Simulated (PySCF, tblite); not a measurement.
**C₇H₇N₂+: dynamics, then NMR shifts on frames**

Aim: move C₇H₇N₂+ (`Cc1cccc(C#N)[nH+]1`) away from its starting geometry and see how NMR shifts follow the geometry.

Programs: tblite 0.8.0 and PySCF 2.14.0, with density-fitted response routines of our own. Each step states its level of theory. These are calculated values for one molecule in the gas phase, unless marked as measured. Atoms count from 0, in the outputs and in this text.

## (1) The molecule as given

16 atoms, charge 1, multiplicity 1; geometry from: GFN2-xTB.

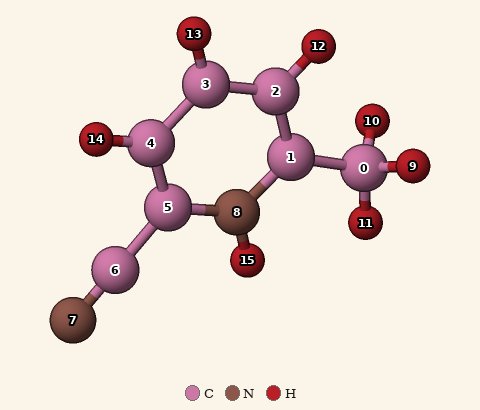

The starting geometry (carbon pink, nitrogen brown, hydrogen red), atoms numbered.

## (2) A short Langevin run with GFN2-xTB

Job settings and geometry (Å):

```
{"job": {"kind": "md", "xc": "GFN2-xTB", "basis": "xTB", "temperature": 200, "steps": 2000, "every": 50, "frames": 5}, "charge": 1, "multiplicity": 1}
C     -2.240735    -0.729104     0.014635
C     -0.900718    -0.107738     0.034280
C     -0.701359     1.259740     0.232010
C      0.579135     1.783211     0.239472
C      1.675914     0.943721     0.048746
C      1.444777    -0.406202    -0.144664
C      2.504432    -1.333427    -0.346942
N      3.356008    -2.077743    -0.508773
N      0.178016    -0.881029    -0.145342
H     -2.853519    -0.277884    -0.766586
H     -2.756399    -0.543523     0.957587
H     -2.195540    -1.802239    -0.153513
H     -1.558816     1.898125     0.377881
H      0.733845     2.840391     0.392876
H      2.685436     1.324057     0.048661
H      0.041924    -1.881409    -0.291739
```

Level: GFN2-xTB Langevin dynamics, gas phase.

On the command line:

```sh
> OMP_NUM_THREADS=1 python probes_run.py task.json out
```

The driver reads the jobs from task.json and runs them one after another.

Output:

```text
t/fs     T/K      E/eV
    0.0   162.6   -651.13016
   25.0   100.5   -650.96440
   50.0   119.8   -650.96911
   75.0   120.7   -650.95953
  100.0   122.9   -650.91607
  125.0   129.7   -650.90474
  150.0   115.0   -650.91276
  175.0   107.9   -650.85506
  200.0   109.0   -650.95254
  225.0   137.7   -650.92439
  250.0   120.4   -650.83719
  275.0   205.9   -650.89294
  300.0   137.3   -650.76871
  325.0   190.6   -650.82851
  350.0   183.6   -650.77550
  375.0   141.2   -650.79796
  400.0   134.3   -650.82192
  425.0   161.0   -650.86269
  450.0   148.2   -650.80870
  475.0   193.7   -650.81253
  500.0   186.1   -650.78078
  525.0   189.9   -650.83177
  550.0   181.7   -650.71372
  575.0   162.1   -650.75649
  600.0   195.1   -650.88947
  625.0   114.4   -650.73795
  650.0   174.7   -650.89714
  675.0   115.3   -650.71532
  700.0   201.9   -650.84730
  725.0   211.7   -650.82439
  750.0   174.8   -650.83061
  775.0   152.8   -650.75556
  800.0   240.1   -650.86223
  825.0   138.5   -650.70953
  850.0   135.4   -650.81962
  875.0   191.9   -650.79894
  900.0   230.8   -650.74249
  925.0   263.1   -650.75577
  950.0   231.4   -650.66150
  975.0   216.4   -650.77449
 1000.0   225.3   -650.86882
```

Wall time 15 s (1 thread of AMD EPYC 7B13, shared host); peak memory 0.18 GiB.

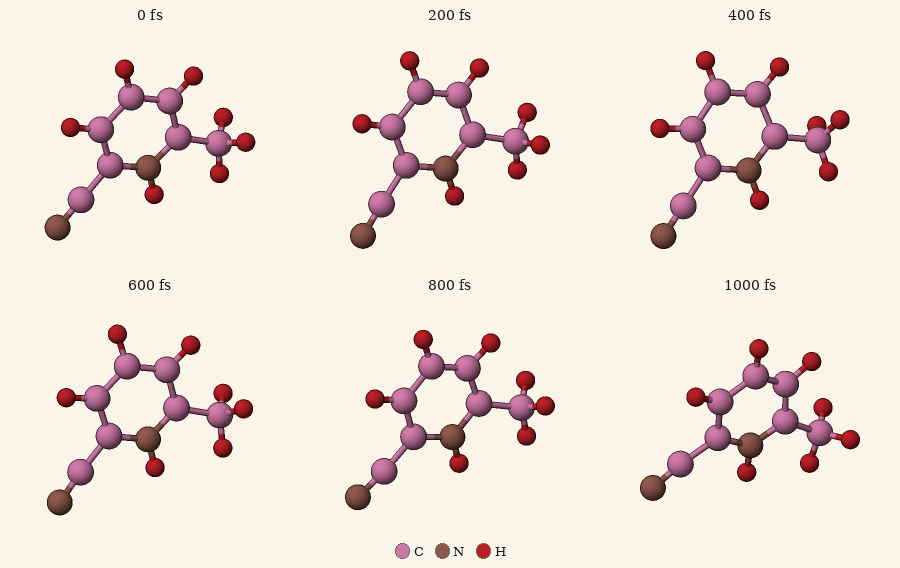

Frames of the run.

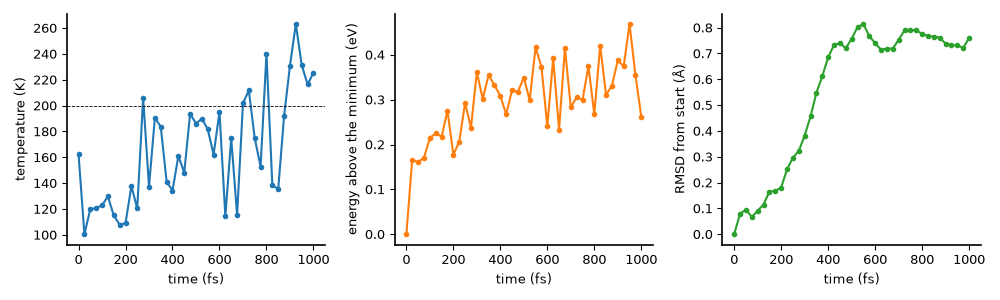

Temperature, potential energy and distance from the start.

Positions (Å) and forces (eV/Å) at 1000 fs:

```xyz
16

C    -2.478   -1.195    1.079    1.765   -1.625    0.118
C    -1.286   -0.294    0.963   -0.707   -1.065    0.440
C    -1.365    1.065    1.104   -1.170    0.990   -0.158
C    -0.280    1.875    0.876    0.234    0.540    0.235
C     0.975    1.331    0.712   -0.511   -2.284   -0.212
C     1.062   -0.087    0.715    0.028    1.280    0.362
C     2.340   -0.724    0.657   -1.059   -0.043   -0.186
N     3.303   -1.323    0.555    0.567   -0.128    0.048
N    -0.070   -0.822    0.845    1.151   -1.188   -0.332
H    -2.112   -2.276    1.034   -0.538    1.224    0.134
H    -3.208   -1.103    0.301   -0.250    0.419   -0.391
H    -2.952   -1.044    2.035   -0.263    0.089    0.255
H    -2.328    1.512    1.339    0.142   -0.088   -0.197
H    -0.395    2.942    0.873   -0.037    0.253    0.088
H     1.842    1.896    0.551    0.912    0.666   -0.107
H     0.059   -1.865    0.850   -0.264    0.960   -0.096
```

## (3) Nuclear shieldings: 250 fs, PBE0/pcSseg-1

Job settings and geometry (Å):

```
{"job": {"kind": "nmr", "xc": "PBE0", "basis": "pcSseg-1", "pop": false}, "charge": 1, "multiplicity": 1}
C     -2.585300    -0.795600     0.200200
C     -1.269000    -0.235900     0.303800
C     -0.949400     1.030900     0.769500
C      0.338700     1.527500     0.929300
C      1.393200     0.745700     0.525600
C      1.068400    -0.451600    -0.098900
C      2.087400    -1.364400    -0.620700
N      2.892900    -2.109200    -0.909300
N     -0.213200    -0.935900    -0.119300
H     -3.013300    -0.680000    -0.833600
H     -3.304700    -0.262000     0.825900
H     -2.613900    -1.852100     0.379200
H     -1.772400     1.749700     0.992200
H      0.522300     2.442000     1.444800
H      2.435200     1.025300     0.600200
H     -0.344600    -1.900000    -0.450400
```

Level: GIAO PBE0/pcSseg-1 NMR shielding, non-relativistic, gas phase.

Output:

```text
coarse grid: 14072 points
cycle   1  E = -379.5333595120  dE =  2.019e+00  |g| = 6.173e-01  |ddm| = 3.927e+00
cycle   2  E = -379.1723452839  dE =  3.610e-01  |g| = 1.397e+00  |ddm| = 1.927e+00
cycle   3  E = -379.6348832655  dE = -4.625e-01  |g| = 1.105e-01  |ddm| = 1.338e+00
cycle   4  E = -379.6361525068  dE = -1.269e-03  |g| = 8.386e-02  |ddm| = 1.328e-01
cycle   5  E = -379.6375945659  dE = -1.442e-03  |g| = 2.528e-02  |ddm| = 7.920e-02
cycle   6  E = -379.6377477118  dE = -1.531e-04  |g| = 3.476e-03  |ddm| = 2.178e-02
cycle   7  E = -379.6377506451  dE = -2.933e-06  |g| = 1.276e-03  |ddm| = 4.310e-03
final grid: 138048 points
cycle   8  E = -379.6864455386  dE = -3.643e-05  |g| = 6.774e-03  |ddm| = 4.155e-02
cycle   9  E = -379.6864415952  dE =  3.943e-06  |g| = 8.005e-03  |ddm| = 1.337e-02
cycle  10  E = -379.6864562665  dE = -1.467e-05  |g| = 1.979e-03  |ddm| = 7.504e-03
cycle  11  E = -379.6864572312  dE = -9.648e-07  |g| = 4.497e-04  |ddm| = 1.845e-03
cycle  12  E = -379.6864572668  dE = -3.558e-08  |g| = 2.274e-04  |ddm| = 5.142e-04
cycle  13  E = -379.6864572773  dE = -1.053e-08  |g| = 5.803e-05  |ddm| = 1.920e-04
cycle  14  E = -379.6864572781  dE = -7.442e-10  |g| = 1.942e-05  |ddm| = 6.302e-05
converged SCF energy = -379.6864572781

GIAO shielding tensors (ppm)
atom      isotropic    diamagn.    paramagn.     s11        s22        s33       span
  0 C      167.641     244.393     -76.752    153.722    157.148    192.053     38.331
  1 C       27.394     256.080    -228.686    -61.200    -13.394    156.775    217.975
  2 C       47.753     256.260    -208.506    -48.531     21.163    170.628    219.158
  3 C       30.223     252.106    -221.884    -89.097     -4.647    184.411    273.508
  4 C       48.214     252.900    -204.687    -56.741     22.609    178.774    235.515
  5 C       50.269     252.769    -202.499    -46.609     53.710    143.707    190.316
  6 C       72.526     259.565    -187.040    -41.130    -32.463    291.170    332.299
  7 N      -84.910     337.203    -422.113   -250.237   -245.703    241.210    491.447
  8 N       44.936     334.629    -289.693    -93.312     44.563    183.556    276.868
  9 H       27.393      25.007       2.387     23.283     24.684     34.213     10.930
 10 H       28.090      25.403       2.687     22.765     26.736     34.771     12.006
 11 H       29.060      26.359       2.702     23.845     27.923     35.414     11.569
 12 H       23.093      29.303      -6.209     18.864     23.547     26.869      8.004
 13 H       22.655      29.131      -6.477     19.861     21.982     26.121      6.260
 14 H       23.042      29.012      -5.970     19.784     22.583     26.758      6.975
 15 H       21.255      32.959     -11.704     14.471     23.344     25.950     11.479
```

Wall time 30 s (1 thread of AMD EPYC 7B13, shared host); peak memory 0.83 GiB.

Shifts follow as δ = σ(reference) − σ, with reference shieldings (ppm) from runs at the same level and on the same kind of geometry: 1H TMS 31.72, 13C TMS 186.9, 15N NH3 267.7. The references are single molecules in the gas phase, so shifts against H2O, NH3, PH3, H3PO4 or CFCl3 are not on the usual liquid scales and can be off by tens of ppm. Each atom is listed at this fixed geometry, with no averaging over motion; a spectrum would average atoms that exchange fast.

```csv
atoms,environment,σ (ppm),δ (ppm)
C1,substituted aromatic carbon next to a ring nitrogen,27.4,159.5
C3,aromatic CH,30.2,156.7
C2,aromatic CH,47.8,139.2
C4,aromatic CH,48.2,138.7
C5,substituted aromatic carbon next to a ring nitrogen,50.3,136.7
C6,nitrile carbon,72.5,114.4
C0,methyl carbon on an aromatic ring,167.6,19.3
H15,hydrogen on a cationic ring nitrogen,21.25,10.46
H13,hydrogen on an aromatic CH,22.65,9.06
H14,hydrogen on an aromatic CH,23.04,8.68
H12,hydrogen on an aromatic CH,23.09,8.62
H9,hydrogen on a methyl carbon on an aromatic ring,27.39,4.32
H10,hydrogen on a methyl carbon on an aromatic ring,28.09,3.63
H11,hydrogen on a methyl carbon on an aromatic ring,29.06,2.66
N7,nitrile nitrogen,-84.9,352.6
N8,cationic ring nitrogen,44.9,222.8
```

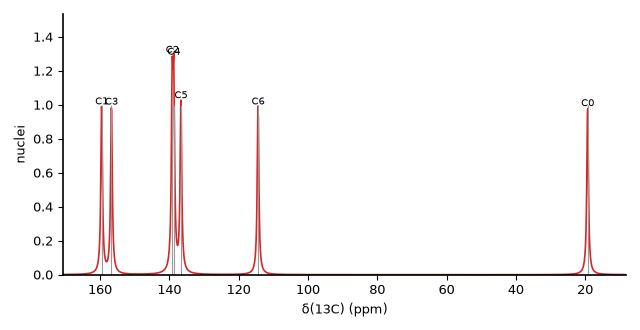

13C lines at the computed shifts, without couplings. Lines are broadened to a width of 0.56 ppm (Lorentzian).

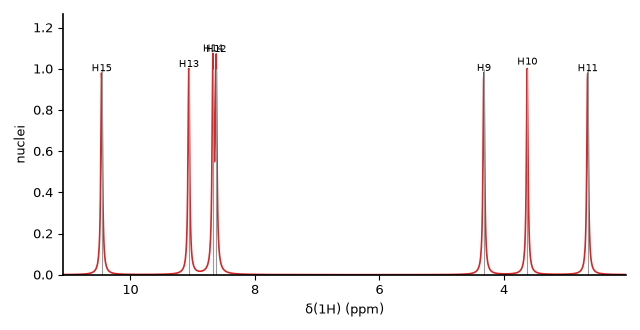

1H lines at the computed shifts, without couplings. Lines are broadened to a width of 0.03 ppm (Lorentzian).

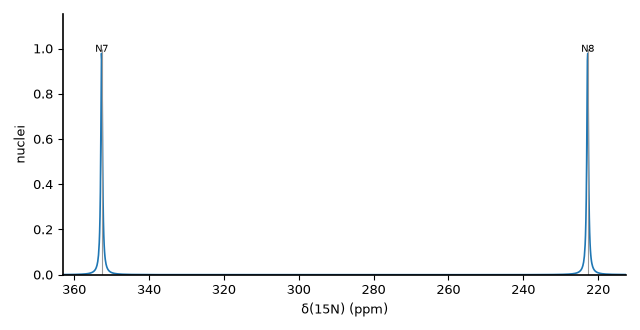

15N lines at the computed shifts, without couplings. Lines are broadened to a width of 0.52 ppm (Lorentzian).

Ring of atoms C1, C2, C3, C4, C5, N8: NICS(0) -7.9, NICS(1) -10.2, NICS(1)zz -24.5 ppm (means of both faces).

The fields below are evaluated on a grid from the run's orbitals.

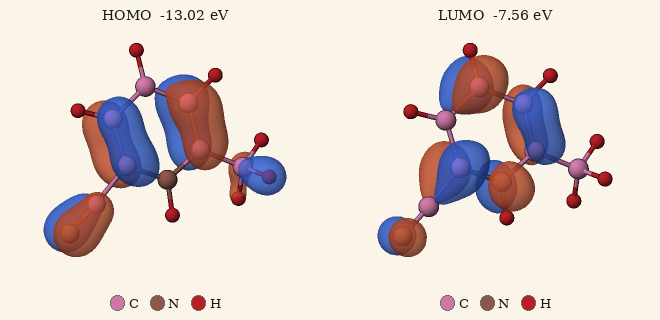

PBE0/pcSseg-1 orbitals near the gap, drawn at the value that encloses 70 % of each; the two colours are the two signs.

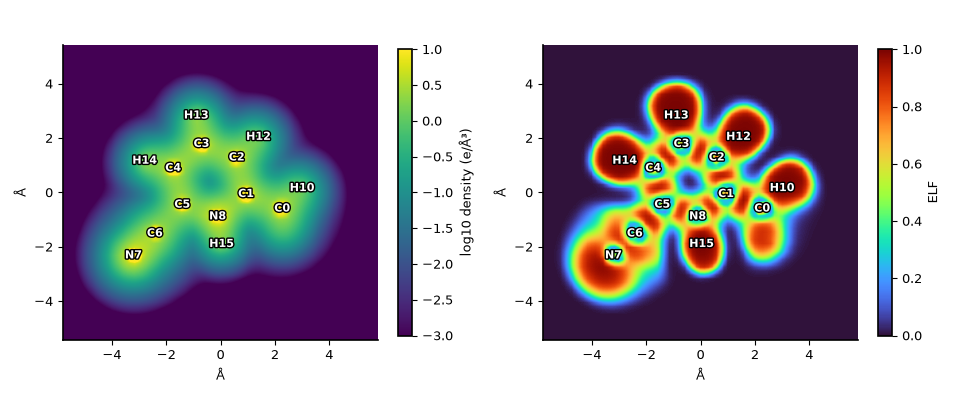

Density (left) and ELF (right) in a plane through or near 14 of the atoms.

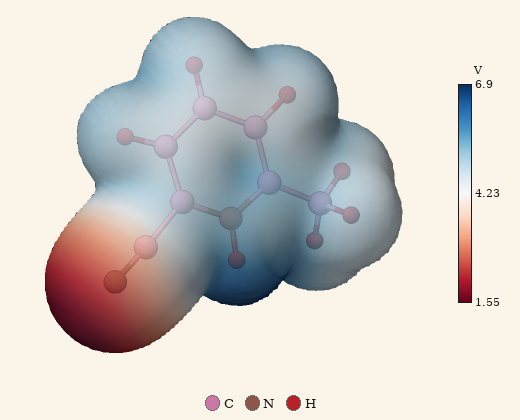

The potential that a unit positive charge feels on the 0.002 e/bohr³ surface, from 1.55 V near N7 to 6.90 V near H15.

## (4) Nuclear shieldings: 425 fs, PBE0/pcSseg-1

Job settings and geometry (Å):

```
{"job": {"kind": "nmr", "xc": "PBE0", "basis": "pcSseg-1", "pop": false}, "charge": 1, "multiplicity": 1}
C     -2.930800    -0.774300     0.319100
C     -1.628300    -0.244900     0.613800
C     -1.302600     1.003500     1.156000
C      0.019300     1.388900     1.288500
C      1.050400     0.570500     0.879400
C      0.726400    -0.624900     0.292000
C      1.731200    -1.481000    -0.202100
N      2.529300    -2.240300    -0.517000
N     -0.604700    -0.976400     0.144700
H     -2.792700    -1.708800    -0.251200
H     -3.578600    -0.003800    -0.165600
H     -3.451300    -1.022700     1.263600
H     -2.087500     1.669100     1.464600
H      0.211900     2.343200     1.794200
H      2.052300     0.868300     0.875300
H     -0.815400    -1.835000    -0.335200
```

Level: GIAO PBE0/pcSseg-1 NMR shielding, non-relativistic, gas phase.

Output:

```text
coarse grid: 14072 points
cycle   1  E = -379.5447695807  dE =  2.048e+00  |g| = 5.865e-01  |ddm| = 3.951e+00
cycle   2  E = -379.2208705652  dE =  3.239e-01  |g| = 1.324e+00  |ddm| = 1.890e+00
cycle   3  E = -379.6367226276  dE = -4.159e-01  |g| = 1.199e-01  |ddm| = 1.290e+00
cycle   4  E = -379.6382859999  dE = -1.563e-03  |g| = 8.862e-02  |ddm| = 1.464e-01
cycle   5  E = -379.6399503300  dE = -1.664e-03  |g| = 2.505e-02  |ddm| = 8.674e-02
cycle   6  E = -379.6401002629  dE = -1.499e-04  |g| = 3.450e-03  |ddm| = 2.128e-02
cycle   7  E = -379.6401032008  dE = -2.938e-06  |g| = 1.160e-03  |ddm| = 4.019e-03
final grid: 138048 points
cycle   8  E = -379.6889381713  dE = -3.633e-05  |g| = 6.410e-03  |ddm| = 4.353e-02
cycle   9  E = -379.6889360435  dE =  2.128e-06  |g| = 7.328e-03  |ddm| = 1.235e-02
cycle  10  E = -379.6889475246  dE = -1.148e-05  |g| = 2.031e-03  |ddm| = 6.517e-03
cycle  11  E = -379.6889484503  dE = -9.258e-07  |g| = 5.267e-04  |ddm| = 1.783e-03
cycle  12  E = -379.6889485047  dE = -5.438e-08  |g| = 2.030e-04  |ddm| = 5.646e-04
cycle  13  E = -379.6889485132  dE = -8.529e-09  |g| = 5.455e-05  |ddm| = 1.775e-04
cycle  14  E = -379.6889485139  dE = -6.748e-10  |g| = 1.920e-05  |ddm| = 6.182e-05
converged SCF energy = -379.6889485139

GIAO shielding tensors (ppm)
atom      isotropic    diamagn.    paramagn.     s11        s22        s33       span
  0 C      159.114     246.900     -87.785    143.048    148.286    186.009     42.962
  1 C       20.118     258.111    -237.993    -73.769    -22.379    156.500    230.269
  2 C       49.723     255.456    -205.734    -52.295     25.486    175.976    228.271
  3 C       30.047     251.804    -221.757    -85.976     -8.423    184.541    270.517
  4 C       50.921     252.368    -201.448    -56.381     26.381    182.762    239.143
  5 C       54.318     254.165    -199.848    -43.894     57.116    149.732    193.626
  6 C       71.635     259.011    -187.375    -44.140    -35.679    294.724    338.864
  7 N     -104.996     337.255    -442.250   -265.201   -261.723    211.937    477.139
  8 N       42.977     336.072    -293.095    -96.629     57.190    168.370    265.000
  9 H       28.594      27.209       1.384     22.976     29.158     33.647     10.671
 10 H       27.116      25.291       1.825     22.539     25.312     33.499     10.960
 11 H       27.450      23.528       3.922     23.502     25.167     33.680     10.178
 12 H       23.413      30.485      -7.072     19.877     22.813     27.548      7.671
 13 H       22.398      27.984      -5.586     19.104     22.486     25.603      6.499
 14 H       23.754      30.853      -7.099     20.664     22.713     27.885      7.221
 15 H       21.796      34.847     -13.051     15.599     23.248     26.539     10.940
```

Run time: 24 s. Hardware: 1 thread of AMD EPYC 7B13, shared host; peak memory 0.83 GiB.

Key values: δ C1 166.8, C3 156.9, C2 137.2, C4 136.0, H15 9.92, H13 9.32 ppm.

## (5) Shielding tensors: 625 fs, PBE0/pcSseg-1

Job settings and geometry (Å):

```
{"job": {"kind": "nmr", "xc": "PBE0", "basis": "pcSseg-1", "pop": false}, "charge": 1, "multiplicity": 1}
C     -2.879300    -0.985800     0.524400
C     -1.480200    -0.355900     0.582900
C     -1.277500     0.987900     0.926000
C      0.016900     1.506300     1.000400
C      1.078800     0.704700     0.639200
C      0.875800    -0.632300     0.398600
C      1.919000    -1.548300     0.126700
N      2.735400    -2.302400    -0.137600
N     -0.394300    -1.088500     0.340000
H     -2.920800    -1.988800     0.056900
H     -3.549500    -0.308700    -0.054300
H     -3.220600    -1.047300     1.632500
H     -2.206100     1.492100     1.243100
H      0.108600     2.575700     1.064900
H      2.108800     1.036300     0.718400
H     -0.539600    -2.126300     0.202800
```

Level: GIAO PBE0/pcSseg-1 NMR shielding, non-relativistic, gas phase.

Output:

```text
coarse grid: 14072 points
cycle   1  E = -379.5409167155  dE =  1.900e+00  |g| = 5.811e-01  |ddm| = 3.888e+00
cycle   2  E = -379.2109473439  dE =  3.300e-01  |g| = 1.331e+00  |ddm| = 1.932e+00
cycle   3  E = -379.6330830595  dE = -4.221e-01  |g| = 1.060e-01  |ddm| = 1.302e+00
cycle   4  E = -379.6339439908  dE = -8.609e-04  |g| = 8.988e-02  |ddm| = 1.442e-01
cycle   5  E = -379.6357124982  dE = -1.769e-03  |g| = 2.135e-02  |ddm| = 8.438e-02
cycle   6  E = -379.6358209730  dE = -1.085e-04  |g| = 3.908e-03  |ddm| = 1.907e-02
cycle   7  E = -379.6358248875  dE = -3.915e-06  |g| = 9.579e-04  |ddm| = 4.441e-03
final grid: 138048 points
cycle   8  E = -379.6852293533  dE = -3.815e-05  |g| = 6.289e-03  |ddm| = 4.037e-02
cycle   9  E = -379.6852275857  dE =  1.768e-06  |g| = 7.192e-03  |ddm| = 1.278e-02
cycle  10  E = -379.6852385630  dE = -1.098e-05  |g| = 1.879e-03  |ddm| = 6.416e-03
cycle  11  E = -379.6852393174  dE = -7.543e-07  |g| = 5.481e-04  |ddm| = 1.682e-03
cycle  12  E = -379.6852393761  dE = -5.874e-08  |g| = 2.072e-04  |ddm| = 5.667e-04
cycle  13  E = -379.6852393846  dE = -8.533e-09  |g| = 5.471e-05  |ddm| = 1.746e-04
cycle  14  E = -379.6852393853  dE = -6.637e-10  |g| = 2.143e-05  |ddm| = 6.482e-05
converged SCF energy = -379.6852393853

GIAO shielding tensors (ppm)
atom      isotropic    diamagn.    paramagn.     s11        s22        s33       span
  0 C      152.568     244.586     -92.018    133.945    143.355    180.404     46.459
  1 C       17.943     258.277    -240.334    -76.563    -20.087    150.480    227.043
  2 C       42.247     256.673    -214.426    -63.460     18.522    171.679    235.138
  3 C       32.759     252.405    -219.647    -79.908     -8.852    187.036    266.944
  4 C       50.389     252.353    -201.964    -51.507     20.789    181.885    233.392
  5 C       58.058     254.548    -196.490    -38.400     61.106    151.467    189.867
  6 C       72.002     259.736    -187.734    -43.577    -33.953    293.537    337.115
  7 N      -98.234     337.520    -435.753   -260.825   -257.281    223.406    484.232
  8 N       45.066     334.308    -289.242    -89.505     44.249    180.453    269.958
  9 H       28.077      26.285       1.792     23.251     27.284     33.698     10.447
 10 H       27.197      25.426       1.770     22.551     26.032     33.007     10.456
 11 H       26.344      22.706       3.638     22.578     24.243     32.211      9.633
 12 H       22.809      30.057      -7.248     19.207     21.772     27.448      8.241
 13 H       22.648      28.370      -5.722     19.551     22.571     25.823      6.272
 14 H       23.237      29.228      -5.992     19.581     23.103     27.025      7.443
 15 H       20.689      31.477     -10.788     13.492     23.508     25.068     11.576
```

Run time: 24 s. Hardware: 1 thread of AMD EPYC 7B13, shared host; peak memory 0.84 GiB.

In short: δ C1 169.0, C3 154.2, C2 144.7, C4 136.5, H15 11.03, H13 9.07 ppm.

[end of part 1 of 2]
